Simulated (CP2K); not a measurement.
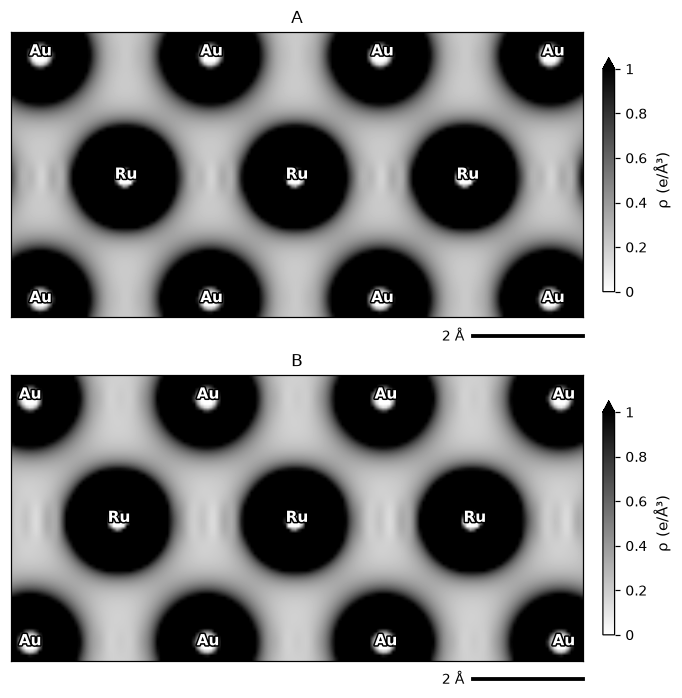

RuAu. The valence charge density (pseudo) of two cells that differ in size and shape, on the (11̄0) plane of each (indices in the axes of the calculation cell), at one length scale and on one colour scale: B has 16.2 Å³ an atom and A 15.5.

Space group P4/mmm; a generated structure, not necessarily the stable one.

Method: Kohn-Sham DFT of a periodic cell, PBE, GTH-PBE with UZH-TZVP basis (CP2K 2026.2).

The larger cell:

```yaml
crystal:
  lattice:
    - [3.16481, 0.00000, 0.00000]
    - [0.00000, 3.16481, 0.00000]
    - [0.00000, 0.00000, 3.22811]
  atoms:
    - { symbol: Ru, position: [0.00000, 0.00000, 0.00000] }
    - { symbol: Au, position: [0.50000, 0.50000, 0.50000] }
```

The smaller cell: a = 3.165 Å, b = 3.165 Å, c = 3.102 Å, α = 90.00°, β = 90.00°, γ = 90.00°.

> What does the compression do to the bonding and the properties?

From the larger cell to the smaller, Ru–Au goes from 2.76 to 2.72 Å, and the density at its midpoint from 0.35 to 0.37 e/Å³; the pressure goes from 1.0 to 10 GPa.
